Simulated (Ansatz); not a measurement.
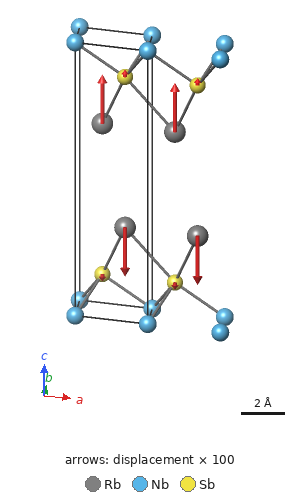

A relaxation of a crystal of Rb$_{2}$NbSb$_{2}$ (built on the EuMn2P2 type). The starting structure is drawn; red arrows show the displacements (the part carried along by the change of the cell is left out), 100 times their true length.

Style: ball-and-stick. Shown: the cell of the calculation, repeated 2 × 1 × 1 with one cell outlined, from a free direction.

Case: EuMn2P2 type (P-3m1, No. 164).

All numbers below come from Ansatz 0.2.0, DFT PBE, scalar-relativistic, plane waves, PAW. Settings: plane-wave cutoff 420 eV; k-point mesh 12 × 12 × 4; occupations gaussian; smearing width 0.1 eV; no spin polarisation; cell and atoms relaxed; force threshold 0.01 eV/Å; at most 80 steps.

Describe the change and its energy.

Answer. Over 3 accepted moves (4 points after the start) the energy falls by 0.7 meV per atom. Largest force component: 0.029 eV/Å at the start, 0.0037 eV/Å at the end. The pressure goes from 0.05 to 0.00 GPa. At 1 point the geometry stayed and the basis and grid were re-selected for the new cell (energy shift of less than 0.05 meV per atom at most each time). The largest moves relative to the cell, 0.024 Å, are those of Rb atoms. Largest moves by element: Rb 0.024 Å, Sb 0.003 Å. Nb stays in place. The drawn cell changes as follows: a = b 4.087 → 4.060 Å (−0.7 %), c 13.118 → 13.334 Å (+1.6 %); the volume changes by +0.3 %. Near-neighbour distances that change, for instance: Rb–Sb 3.528 → 3.535 Å. The space group stays P-3m1 (No. 164).
